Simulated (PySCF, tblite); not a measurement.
# C5H11NOSi: geometry, infrared bands and NMR shifts

Wanted: the infrared bands and NMR shifts of C5H11NOSi (`C=CO[Si@@H]1CCCN1`), by calculation.

Computed with tblite 0.8.0 and PySCF 2.14.0, with density-fitted response routines of our own, on a single molecule in the gas phase. Atoms are numbered from 0 throughout.

## Step 1: The starting structure

19 atoms, charge 0, multiplicity 1; geometry from: force field or distance geometry start.

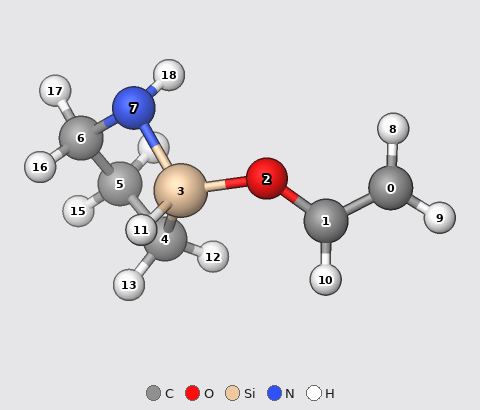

The starting geometry (carbon grey, oxygen red, silicon light orange, nitrogen blue, hydrogen white), atoms numbered; sticks join atoms by distance.

## Step 2: Optimising the geometry with GFN2-xTB

Job settings and geometry (Å):

```
{"job": {"kind": "relax", "xc": "GFN2-xTB", "basis": "xTB"}, "charge": 0, "multiplicity": 1}
C      3.642900     0.082200    -0.775800
C      2.605400    -0.628600    -0.290000
O      1.709200     0.031800     0.489300
Si     0.064900    -0.237500     0.750800
C     -0.938800    -0.897900    -0.640300
C     -2.028100     0.160200    -0.730800
C     -2.191900     0.778300     0.617600
N     -0.886900     1.258700     1.084000
H      3.712600     1.155700    -0.553700
H      4.393600    -0.374200    -1.387500
H      2.572600    -1.690500    -0.522800
H     -0.073600    -1.184800     1.894800
H     -0.402900    -1.060800    -1.572700
H     -1.429900    -1.822900    -0.302000
H     -1.770900     0.969900    -1.440300
H     -2.991200    -0.305700    -0.985000
H     -2.574600     0.092000     1.406200
H     -2.848200     1.682200     0.564200
H     -0.573900     2.001000     0.401800
```

Command:

```sh
$ OMP_NUM_THREADS=1 python probes_run.py task.json out
```

The driver reads the jobs from task.json and runs them one after another.

**Question.** This job is followed by: GFN2-xTB harmonic vibrations, gas phase; GIAO PBE0/pcSseg-1 NMR shielding, non-relativistic, gas phase. What will the session give for the following? strongest single infrared mode (GFN2-xTB); zero-point energy (GFN2-xTB); 13C shifts against TMS (PBE0/pcSseg-1); 1H shifts against TMS (PBE0/pcSseg-1); 17O shifts against H2O (PBE0/pcSseg-1); 29Si shifts against TMS (PBE0/pcSseg-1); 15N shifts against NH3 (PBE0/pcSseg-1).

**Answer**, as computed:

| quantity | value |
| --- | --- |
| strongest single infrared mode (GFN2-xTB) | 1209 cm⁻¹, 480 km/mol |
| zero-point energy (GFN2-xTB) | 96.6 kcal/mol |
| 13C shifts against TMS (PBE0/pcSseg-1) | 150.9, 99.4, 47.0, 27.7, 13.5 ppm |
| 1H shifts against TMS (PBE0/pcSseg-1) | 6.67, 5.25, 4.88, 4.43, 3.27, 2.86, 1.87, 1.79, 1.11, 0.85, 0.32 ppm |
| 17O shifts against H2O (PBE0/pcSseg-1) | 142.2 ppm |
| 29Si shifts against TMS (PBE0/pcSseg-1) | -10.6 ppm |
| 15N shifts against NH3 (PBE0/pcSseg-1) | 48.0 ppm |

What this shows: Relaxing lowered the energy by 0.821 eV in 152 steps; the close pair that moved most is Si3–N7, from 1.804 to 1.708 Å. All 51 modes are real, so the xTB geometry is a minimum. The strongest single mode, at 1209 cm⁻¹, moves mainly O2 and C1. GFN2-xTB is a fitted tight-binding method: band positions and strengths are rough. Its intensities can rank the bands wrongly. C1 (alkene carbon bearing oxygen) lies farthest downfield among carbon, at 150.9 ppm; an sp2 carbon further deshielded by the attached heteroatom. The most deshielded hydrogen is H10 (hydrogen on an alkene carbon bearing oxygen), at 6.67 ppm: olefinic region.
